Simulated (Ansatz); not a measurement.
**C2H7NOSi: molecular dynamics**

Purpose: to follow the molecule's vibrations and see whether its bonds hold. The start is relaxed first. Runs: 500 steps of 0.5 fs under a Nosé-Hoover thermostat at 300 K. SMILES of the start: NC1(O)C[SiH2]1.

Method: RKS B3LYP-D4/STO-3G, in Ansatz 0.2.0.

## Step 1: The system as given

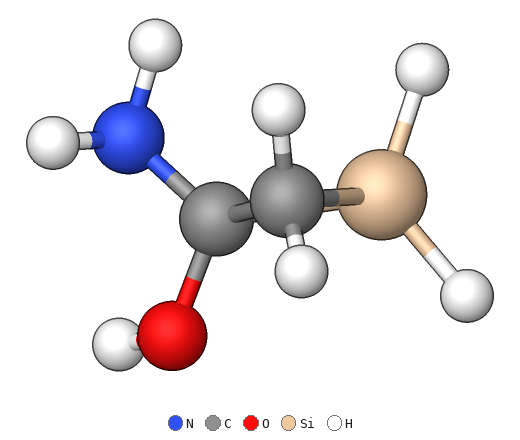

Start, viewed from a chosen angle; nitrogen blue, carbon grey, oxygen red, silicon light orange, hydrogen white.

Structure file:

```xyz
12

N    -1.1798    0.2623    1.0725
C     0.0031   -0.1585    0.4518
O     0.8395   -0.7236    1.4174
C     0.7480    0.7083   -0.5534
Si    0.0208   -0.9320   -1.2685
H    -1.8224    0.7986    0.3785
H    -0.9759    1.0286    1.7537
H     0.3749   -1.1430    2.1099
H     1.7579    0.7734   -0.4990
H     0.1718    1.5692   -0.9195
H    -1.0787   -0.5687   -2.1787
H     1.2178   -1.6696   -1.7306
```

## Step 2: Relaxing the start

input.yaml

```yaml
crystal:
  periodic: [false, false, false]
  atoms:
    - { symbol: "N", position_ang: [-1.1798, 0.2623, 1.0725] }
    - { symbol: C, position_ang: [0.0031, -0.1585, 0.4518] }
    - { symbol: O, position_ang: [0.8395, -0.7236, 1.4174] }
    - { symbol: C, position_ang: [0.748, 0.7083, -0.5534] }
    - { symbol: Si, position_ang: [0.0208, -0.932, -1.2685] }
    - { symbol: H, position_ang: [-1.8224, 0.7986, 0.3785] }
    - { symbol: H, position_ang: [-0.9759, 1.0286, 1.7537] }
    - { symbol: H, position_ang: [0.3749, -1.143, 2.1099] }
    - { symbol: H, position_ang: [1.7579, 0.7734, -0.499] }
    - { symbol: H, position_ang: [0.1718, 1.5692, -0.9195] }
    - { symbol: H, position_ang: [-1.0787, -0.5687, -2.1787] }
    - { symbol: H, position_ang: [1.2178, -1.6696, -1.7306] }
basis:
  gaussian: { orbitals: STO-3G }
hamiltonian:
  xc: b3lyp
  dispersion: d4
relax:
  f_tol: 0.02
  max_steps: 40
output:
  orbitals: {}
```

On the command line:

```console
$ ansatz run input.yaml --threads 1 --pin off --max-ram 2048MiB --backend cpu --events-out ev --progress --plain --runs-dir out
```

The program printed, shortened:

```text
Warning: RAYON_NUM_THREADS=1 ignored (pool sized by the plan → 1); use --threads N
[...]
Functional definition: B3LYP
[...]
527 factors; integrals over basis functions are off by at most 1.1e-5 eV
[...]
mean field -13433.95842310 eV, -493.6888661850 hartree, gradient 1.8e-5 eV, S^2 0.000000; 0 other end points of the search recorded, 0 dependent functions left out
[...]
reference -13433.95861906 eV, -493.6888733864 hartree; 24, 24 occupied and 12, 12 virtual orbitals, 527 factors
relax step   1: F+E_penalty+E_count = -13434.36569644 eV  Δ(F+E_penalty+E_count) = +0.000e0 eV  max|allowed force component| = 5.948e0 eV/Å  Δτ_max = 0.0000 Å  (22 SCF iters, accepted)
[...]
relax step   7: F+E_penalty+E_count = -13435.69979228 eV  Δ(F+E_penalty+E_count) = -2.212e-4 eV  max|allowed force component| = 4.952e-2 eV/Å  Δτ_max = 0.0210 Å  (26 SCF iters, accepted)
[...]
relax step   8: F+E_penalty+E_count = -13435.70020189 eV  Δ(F+E_penalty+E_count) = -4.096e-4 eV  max|allowed force component| = 1.658e-2 eV/Å  Δτ_max = 0.0089 Å  (20 SCF iters, accepted)
527 factors; integrals over basis functions are off by at most 2.1e-5 eV
[...]
mean field -13435.30014098 eV, -493.7381734076 hartree, gradient 1.7e-5 eV, S^2 0.000000; 1 other end points of the search recorded, 0 dependent functions left out
[...]
reference -13435.30033728 eV, -493.7381806213 hartree; 24, 24 occupied and 12, 12 virtual orbitals, 527 factors
Total energy: -13435.70039819 eV, -493.7528825885 hartree
Atom 0 at    -1.239293     0.255263     1.121408 Å, force     0.013279     0.005757    -0.008272 eV/Å
Atom 1 at     0.057660    -0.166710     0.459502 Å, force     0.003405    -0.012683    -0.016581 eV/Å
Atom 2 at     0.973616    -0.669381     1.467296 Å, force    -0.000247     0.000998     0.011004 eV/Å
Atom 3 at     0.770379     0.765036    -0.594384 Å, force    -0.011714     0.003860    -0.002444 eV/Å
Atom 4 at     0.070941    -0.791268    -1.311798 Å, force    -0.008424    -0.008785     0.003529 eV/Å
Atom 5 at    -1.891910     0.554929     0.340535 Å, force    -0.001679     0.001155    -0.000612 eV/Å
Atom 6 at    -1.021921     1.176673     1.606077 Å, force    -0.007764     0.001162     0.004121 eV/Å
Atom 7 at     0.340742    -1.264718     2.016499 Å, force     0.001692    -0.003078     0.003487 eV/Å
Atom 8 at     1.852414     0.863147    -0.456632 Å, force     0.001159     0.000519     0.001219 eV/Å
Atom 9 at     0.285183     1.730409    -0.774871 Å, force     0.003524     0.007122     0.000939 eV/Å
Atom 10 at    -1.112353    -0.679866    -2.133014 Å, force     0.008099     0.002594     0.007793 eV/Å
Atom 11 at     0.991543    -1.828515    -1.706518 Å, force    -0.001331     0.001378    -0.004184 eV/Å
Dipole moment:    -0.181473     0.062285    -0.280438 e Å
```

Wall time 25 s (1 thread of Arm Neoverse V1, shared host); peak memory 0.14 GiB.

Relaxation path:

```tsv
step	energy from step 1 (eV)	largest force component (eV/Å)
1	0.0000	5.9476
2	-1.1185	1.6497
3	-1.2741	1.0859
4x	-1.2539	1.7945
5	-1.3324	0.1524
6	-1.3339	0.0577
7	-1.3341	0.0495
8	-1.3345	0.0166
```

Step 1 is the start. 1 step was tried and not accepted (marked x).

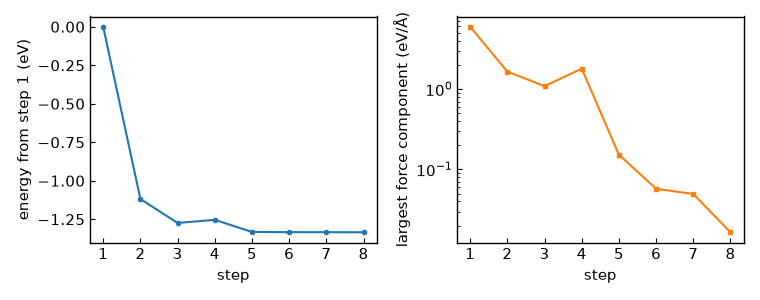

Energy and largest force along the relaxation.

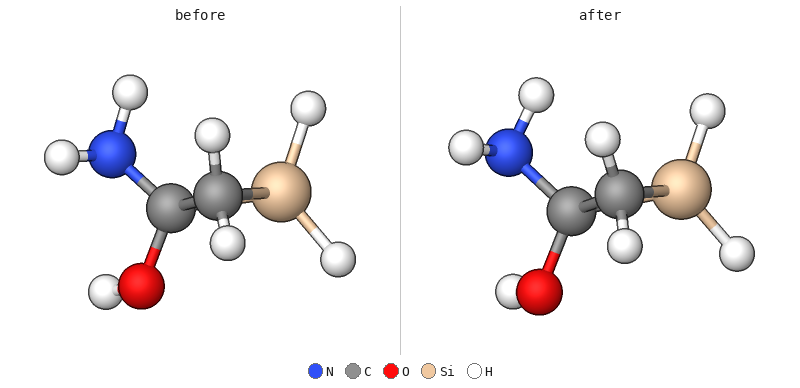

The structure before (left) and after (right), drawn at the same scale.

After: Bond lengths: N1–C2 1.516 Å, C2–O3 1.452 Å, C2–C4 1.577 Å, C2–Si5 1.878 Å, C4–Si5 1.851 Å, N1–H6 1.061 Å, N1–H7 1.064 Å, O3–H8 1.028 Å, C4–H9 1.095 Å, C4–H10 1.095 Å, Si5–H11 1.445 Å, Si5–H12 1.442 Å. Angles (14 of 22 angles, heavy atoms first): N1–C2–O3 109.5°, N1–C2–C4 120.9°, N1–C2–Si5 120.7°, O3–C2–C4 112.5°, O3–C2–Si5 122.4°, C4–C2–Si5 64.1°, C2–C4–Si5 65.9°, C2–Si5–C4 50.0°, C2–N1–H6 106.5°, C2–N1–H7 105.4°, C2–O3–H8 100.5°, C2–C4–H9 114.5°, C2–C4–H10 115.5°, Si5–C4–H9 119.8°.

## Step 3: The run

500 steps of 0.5 fs under a Nosé-Hoover thermostat at 300 K, from the relaxed start.

input.yaml

```yaml
crystal:
  periodic: [false, false, false]
  atoms:
    - { symbol: "N", position_ang: [-1.239293, 0.255263, 1.121408] }
    - { symbol: C, position_ang: [0.05766, -0.16671, 0.459502] }
    - { symbol: O, position_ang: [0.973616, -0.669381, 1.467296] }
    - { symbol: C, position_ang: [0.770379, 0.765036, -0.594384] }
    - { symbol: Si, position_ang: [0.070941, -0.791268, -1.311798] }
    - { symbol: H, position_ang: [-1.89191, 0.554929, 0.340535] }
    - { symbol: H, position_ang: [-1.021921, 1.176673, 1.606077] }
    - { symbol: H, position_ang: [0.340742, -1.264718, 2.016499] }
    - { symbol: H, position_ang: [1.852414, 0.863147, -0.456632] }
    - { symbol: H, position_ang: [0.285183, 1.730409, -0.774871] }
    - { symbol: H, position_ang: [-1.112353, -0.679866, -2.133014] }
    - { symbol: H, position_ang: [0.991543, -1.828515, -1.706518] }
basis:
  gaussian: { orbitals: STO-3G }
hamiltonian:
  xc: b3lyp
  dispersion: d4
md:
  timestep: 0.5
  n_steps: 500
  ensemble: nvt_nose_hoover
  temperature: 300.0
  initial_velocities: maxwell_boltzmann
  seed: 650128
  nose_hoover: { tau: 1.0, chain_length: 1 }
```

On the command line:

```console
$ ansatz run input.yaml --threads 1 --pin off --max-ram 2048MiB --backend cpu --events-out ev --progress --plain --runs-dir out
```

The program printed, shortened:

```text
Warning: RAYON_NUM_THREADS=1 ignored (pool sized by the plan → 1); use --threads N
[...]
[... 1 set-up line as earlier in the session ...]
[...]
532 factors; integrals over basis functions are off by at most 1.2e-5 eV
[...]
mean field -13435.30016426 eV, -493.7381742629 hartree, gradient 2.2e-5 eV, S^2 0.000000; 0 other end points of the search recorded, 0 dependent functions left out
[...]
reference -13435.30036165 eV, -493.7381815168 hartree; 24, 24 occupied and 12, 12 virtual orbitals, 532 factors
md step     0: t =     0.00 fs  T =   300.0 K  F+E_penalty+E_count = -13435.70022516 eV  E_kin = 0.387780 eV  conserved = -13435.31244517 eV  (22 SCF iters)
[...]
md step    17: t =     8.50 fs  T =   441.5 K  F+E_penalty+E_count = -13435.28789244 eV  E_kin = 0.570652 eV  conserved = -13435.31030886 eV  (27 SCF iters, 3 dispersion substeps)
[...]
md step    34: t =    17.00 fs  T =   508.8 K  F+E_penalty+E_count = -13435.23613430 eV  E_kin = 0.657715 eV  conserved = -13435.31066226 eV  (23 SCF iters, 3 dispersion substeps)
[...]
md step    51: t =    25.50 fs  T =   380.1 K  F+E_penalty+E_count = -13435.22163178 eV  E_kin = 0.491328 eV  conserved = -13435.31142793 eV  (27 SCF iters, 3 dispersion substeps)
[...]
md step    68: t =    34.00 fs  T =   427.4 K  F+E_penalty+E_count = -13435.21351245 eV  E_kin = 0.552404 eV  conserved = -13435.31088758 eV  (27 SCF iters, 3 dispersion substeps)
md step    69: t =    34.50 fs  T =   332.9 K  F+E_penalty+E_count = -13435.16937555 eV  E_kin = 0.430370 eV  conserved = -13435.31044845 eV  (23 SCF iters, 3 dispersion substeps)
md step    70: t =    35.00 fs  T =   239.4 K  F+E_penalty+E_count = -13435.12781025 eV  E_kin = 0.309504 eV  conserved = -13435.30996552 eV  (27 SCF iters, 3 dispersion substeps)
```

## Step 4: The log goes on: dynamics from the start

Output, continued, shortened:

```text
md step    71: t =    35.50 fs  T =   189.9 K  F+E_penalty+E_count = -13435.09787999 eV  E_kin = 0.245511 eV  conserved = -13435.30958405 eV  (27 SCF iters, 3 dispersion substeps)
[...]
md step    94: t =    47.00 fs  T =   449.2 K  F+E_penalty+E_count = -13435.26488271 eV  E_kin = 0.580650 eV  conserved = -13435.31041728 eV  (26 SCF iters, 3 dispersion substeps)
[...]
md step   117: t =    58.50 fs  T =   330.4 K  F+E_penalty+E_count = -13435.50147695 eV  E_kin = 0.427040 eV  conserved = -13435.31140753 eV  (27 SCF iters, 3 dispersion substeps)
[...]
md step   140: t =    70.00 fs  T =   241.3 K  F+E_penalty+E_count = -13435.17501089 eV  E_kin = 0.311889 eV  conserved = -13435.30993034 eV  (27 SCF iters, 3 dispersion substeps)
[...]
md step   161: t =    80.50 fs  T =   297.5 K  F+E_penalty+E_count = -13435.22621566 eV  E_kin = 0.384594 eV  conserved = -13435.31071490 eV  (27 SCF iters, 3 dispersion substeps)
md step   162: t =    81.00 fs  T =   248.7 K  F+E_penalty+E_count = -13435.19808626 eV  E_kin = 0.321483 eV  conserved = -13435.31005781 eV  (27 SCF iters, 3 dispersion substeps)
```

## Step 5: More of the same log: dynamics from the start

The log, continued, shortened:

```text
md step   163: t =    81.50 fs  T =   227.4 K  F+E_penalty+E_count = -13435.17618527 eV  E_kin = 0.293971 eV  conserved = -13435.30942961 eV  (27 SCF iters, 3 dispersion substeps)
[...]
md step   181: t =    90.50 fs  T =   188.3 K  F+E_penalty+E_count = -13435.29923120 eV  E_kin = 0.243460 eV  conserved = -13435.31104713 eV  (27 SCF iters, 3 dispersion substeps)
[...]
md step   199: t =    99.50 fs  T =   231.5 K  F+E_penalty+E_count = -13435.25919051 eV  E_kin = 0.299291 eV  conserved = -13435.31074278 eV  (27 SCF iters, 3 dispersion substeps)
[...]
md step   217: t =   108.50 fs  T =   395.5 K  F+E_penalty+E_count = -13435.36932562 eV  E_kin = 0.511205 eV  conserved = -13435.31042344 eV  (26 SCF iters, 3 dispersion substeps)
[...]
Atom 2 at     0.965016    -0.742436     1.436592 Å, force     0.007589     0.067526    -0.815038 eV/Å
Atom 3 at     0.801902     0.801058    -0.569861 Å, force    -0.676616     0.486004    -0.941748 eV/Å
Atom 4 at     0.081912    -0.800151    -1.316916 Å, force    -0.243410     1.827301     0.454598 eV/Å
Atom 5 at    -2.066984    -0.263403     0.889167 Å, force     0.446371    -0.135247    -0.263250 eV/Å
Atom 6 at    -1.470306     1.283955     0.794998 Å, force     0.196229    -0.258469     0.100976 eV/Å
Atom 7 at     0.346945    -0.706624     2.242563 Å, force    -0.359541     0.075736     0.423231 eV/Å
Atom 8 at     1.871158     1.030385    -0.320701 Å, force    -0.877860    -0.422634    -0.426910 eV/Å
Atom 9 at     0.224679     1.719537    -0.913777 Å, force     0.775063    -1.014465     0.751864 eV/Å
Atom 10 at    -1.131385    -0.604933    -2.109745 Å, force     0.468664    -0.160915     0.169965 eV/Å
Atom 11 at     0.874837    -1.920074    -1.553927 Å, force     0.796925    -1.081024    -0.528065 eV/Å
Dipole moment:    -0.372679    -0.001564    -0.384288 e Å
```

Run time: 21 min. Hardware: 1 thread of Arm Neoverse V1, shared host; peak memory 0.2 GiB.

## Step 6: What the atoms did

The trajectory, every 26 steps (energies from step 0):

```tsv
time (fs)	T (K)	potential energy change (meV/atom)	conserved energy change (meV/atom)
0.0	300	0.0	0.00
13.0	386	32.3	0.07
26.0	326	40.5	0.12
39.0	243	41.1	0.09
52.0	268	23.3	0.12
65.0	215	28.7	0.12
78.0	245	40.2	0.21
91.0	232	32.2	0.11
104.0	298	34.7	0.12
117.0	380	17.1	0.08
130.0	346	29.0	0.07
143.0	382	44.8	0.24
156.0	230	32.7	0.11
169.0	255	20.7	0.16
182.0	210	36.8	0.14
195.0	307	34.0	0.14
208.0	349	36.9	0.12
221.0	385	27.7	0.08
234.0	350	31.7	0.11
247.0	252	26.6	0.08
250.0	408	28.8	0.14
```

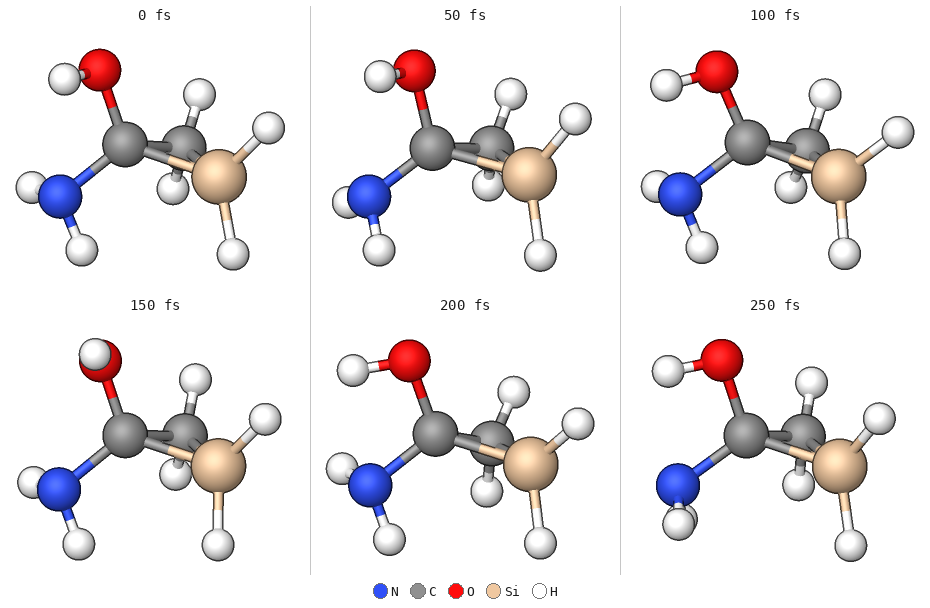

The system at six times, viewed from a free direction. Sticks join atoms within a bonding distance in each frame.

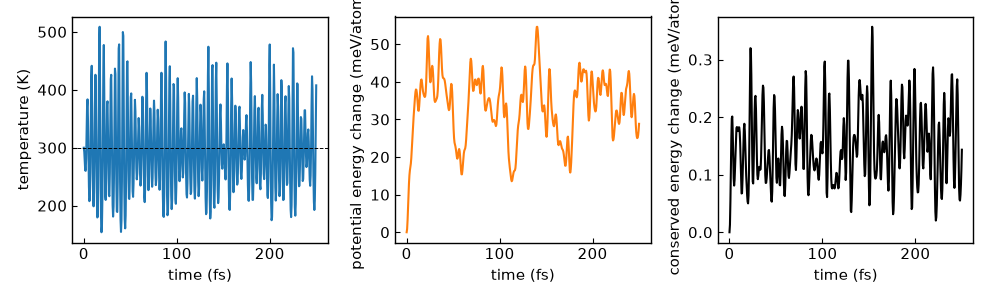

Time series of the run, each on its own scale. The dashed line is the set temperature.

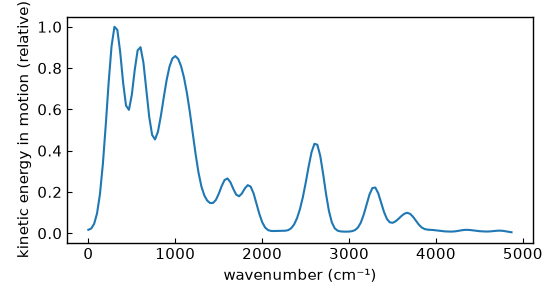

Power spectrum of the mass-weighted velocities; a run of 250 fs resolves no finer than about 270 cm⁻¹.

Maxima of the velocity power spectrum (cm⁻¹, relative height; resolution about 270 cm⁻¹): 300 (100), 600 (90), 1000 (86), 1600 (27), 2600 (43).

## Step 7: Positions and forces

Extended XYZ, with forces in eV/Å:

```xyz
12
time_fs=31.0 T=201 dE=0.4174
N    -1.307    0.282    1.127    0.204    1.112   -1.052
C     0.034   -0.113    0.435   -0.524    0.226    1.267
O     1.015   -0.704    1.333   -0.526   -0.235    0.636
C     0.830    0.807   -0.552   -0.914   -1.609   -0.320
Si    0.071   -0.805   -1.236    1.549    0.372   -0.574
H    -2.024    0.237    0.314    0.418   -0.290    0.566
H    -1.257    1.365    1.195    0.202   -0.697    0.407
H     0.480   -1.534    1.628    0.301    0.030    0.369
H     1.882    0.846   -0.287    0.444    0.028   -0.157
H     0.403    1.772   -0.761   -0.356    0.704   -0.346
H    -1.101   -0.753   -2.015   -0.711    0.139   -0.665
H     0.917   -1.966   -1.426   -0.086    0.220   -0.132
12
time_fs=62.5 T=343 dE=0.2642
N    -1.229    0.322    1.201    0.996    0.103   -0.699
C     0.049   -0.183    0.448   -0.641   -0.147    1.267
O     0.971   -0.706    1.476    0.019    0.466   -1.147
C     0.735    0.760   -0.602   -0.313   -0.813    0.590
Si    0.090   -0.801   -1.339   -0.324   -0.167   -1.041
H    -1.999    0.331    0.478   -0.384   -0.388   -0.368
H    -1.052    1.373    1.230    0.080    0.042    0.494
H     0.324   -1.166    2.115   -0.437   -0.117    0.118
H     1.768    0.964   -0.393    0.978    0.110   -0.067
H     0.163    1.658   -0.730   -0.405    0.909   -0.359
H    -0.967   -0.617   -2.399    0.774   -0.293    1.153
H     1.096   -1.809   -1.670   -0.342    0.296    0.059
12
time_fs=94.0 T=217 dE=0.3584
N    -1.184    0.236    1.149   -0.460   -0.321   -1.018
C     0.078   -0.197    0.422    0.730    0.341    0.767
O     0.918   -0.703    1.545   -0.693    0.402   -0.724
C     0.739    0.792   -0.678    0.192   -0.647    1.702
Si    0.086   -0.780   -1.332   -0.119    0.148    0.603
H    -1.910    0.533    0.415    0.335   -0.051    0.439
H    -0.896    1.143    1.599   -0.144    0.585    0.079
H     0.120   -0.725    2.210    0.636   -0.342    0.068
H     1.812    0.839   -0.510    0.404    0.089   -0.251
H     0.303    1.775   -0.726   -0.451    0.600   -0.381
H    -1.187   -0.789   -1.908   -1.045    0.003   -0.876
H     1.032   -1.702   -1.804    0.614   -0.808   -0.409
12
time_fs=125.0 T=335 dE=0.4154
N    -1.275    0.257    1.029    0.927   -0.544    1.318
C     0.094   -0.129    0.484   -1.735   -1.403    0.518
O     1.041   -0.660    1.475   -0.333    0.801   -0.636
C     0.772    0.740   -0.573    0.812    0.507    0.496
Si    0.035   -0.795   -1.292    0.441    0.051    0.072
H    -1.878    0.425    0.191   -0.266    0.599   -0.120
H    -1.195    1.164    1.592   -0.113   -0.257   -0.716
H     0.546   -1.454    1.887   -0.435   -0.097    0.021
H     1.806    0.825   -0.252    0.691    0.217   -0.759
H     0.297    1.710   -0.714   -0.004    0.231   -0.260
H    -1.104   -0.419   -2.152    0.512   -0.656    0.363
H     0.946   -1.912   -1.579   -0.500    0.551   -0.297
12
time_fs=156.0 T=230 dE=0.3928
N    -1.256    0.266    1.131   -1.182    0.267   -0.308
C     0.033   -0.164    0.473   -0.271    0.445   -1.483
O     0.971   -0.632    1.459    0.070   -0.692    0.358
C     0.769    0.745   -0.607    0.480    0.283    1.327
Si    0.086   -0.796   -1.321    0.909   -0.657    1.228
H    -1.957    0.576    0.375    0.580   -0.572    0.110
H    -1.096    1.206    1.596    0.516   -0.034    0.224
H     0.553   -1.553    1.678    0.258    0.342    0.315
H     1.812    0.701   -0.281    0.358    0.128   -0.694
H     0.459    1.782   -0.762   -0.344   -0.035   -0.188
H    -1.224   -0.709   -1.862   -0.352   -0.165   -0.810
H     1.078   -1.870   -1.615   -1.022    0.689   -0.080
12
time_fs=187.5 T=364 dE=0.4888
N    -1.193    0.250    1.140   -0.780    0.919    0.039
C     0.051   -0.178    0.436    1.008    0.196    0.845
O     0.935   -0.724    1.501    0.209    0.217   -1.179
C     0.735    0.774   -0.672   -0.218    1.147    1.748
Si    0.088   -0.795   -1.313   -1.417    0.766   -0.494
H    -1.770    0.718    0.391   -0.641   -0.255   -0.348
H    -0.939    1.138    1.680    0.371   -0.239    0.200
H     0.284   -0.702    2.289   -0.278   -0.154    0.068
H     1.761    1.123   -0.450   -0.313   -0.435   -0.449
H     0.042    1.619   -0.831    0.482   -0.023   -0.112
H    -1.026   -0.537   -2.252    0.570   -0.660    0.425
H     1.082   -1.733   -1.510    1.006   -1.478   -0.744
12
time_fs=219.0 T=239 dE=0.5138
N    -1.255    0.314    1.144    0.914   -1.185   -1.172
C     0.042   -0.164    0.448    0.588   -0.678    0.793
O     0.967   -0.774    1.422   -0.779    0.509    0.650
C     0.740    0.805   -0.596   -0.662    1.424   -0.074
Si    0.093   -0.808   -1.296    2.614   -0.198    0.061
H    -1.968    0.290    0.332    0.234    0.554    0.761
H    -0.988    1.324    1.258   -0.746    0.881    0.053
H     0.476   -0.517    2.308    0.388   -0.254   -0.591
H     1.847    0.939   -0.434   -1.152   -0.184   -0.307
H     0.192    1.795   -0.755    0.901   -1.342    0.165
H    -1.167   -0.856   -1.938   -0.507   -0.001   -0.768
H     1.298   -1.629   -1.742   -1.794    0.473    0.429
12
time_fs=250.0 T=408 dE=0.3460
N    -1.218    0.316    1.162    0.465    0.464   -0.087
C     0.053   -0.154    0.429   -0.998    0.152    1.161
O     0.965   -0.742    1.437    0.008    0.068   -0.815
C     0.802    0.801   -0.570   -0.677    0.486   -0.942
Si    0.082   -0.800   -1.317   -0.243    1.827    0.455
H    -2.067   -0.263    0.889    0.446   -0.135   -0.263
H    -1.470    1.284    0.795    0.196   -0.259    0.101
H     0.347   -0.707    2.243   -0.359    0.076    0.423
H     1.871    1.030   -0.321   -0.878   -0.423   -0.427
H     0.225    1.720   -0.914    0.775   -1.014    0.752
H    -1.131   -0.605   -2.110    0.469   -0.161    0.170
H     0.875   -1.920   -1.554    0.797   -1.081   -0.528
```

## Step 8: Summary of results

| quantity | value |
| --- | --- |
| relaxation of the start | 6 moves, 1.335 eV lower |
| length | 500 steps of 0.5 fs |
| temperature, first and last step | 300 and 408 K |
| temperature, second half | mean 300 K, from 175 to 478 K |
| potential energy, second half | +34 meV/atom from the start |
| largest change of the conserved energy | 0.36 meV/atom |
| bonds formed or broken | 0 |

In words: Against a set 300 K the second half averages 300 K with a spread of 71 K. A thermostat time of 1 fs is as short as the fastest vibrations or shorter, so the thermostat can drive swings of its own. The conserved energy strays from its start by at most 0.36 meV/atom, 1.1 % of the mean kinetic energy, so a step of 0.5 fs is short enough over this time. The bonding pattern survives the run. A run of 250 fs with 12 atoms shows the motion but fixes no equilibrium value. The nuclei move classically, without zero-point motion, which matters most for hydrogen. In so small a basis the energies are only a sketch.
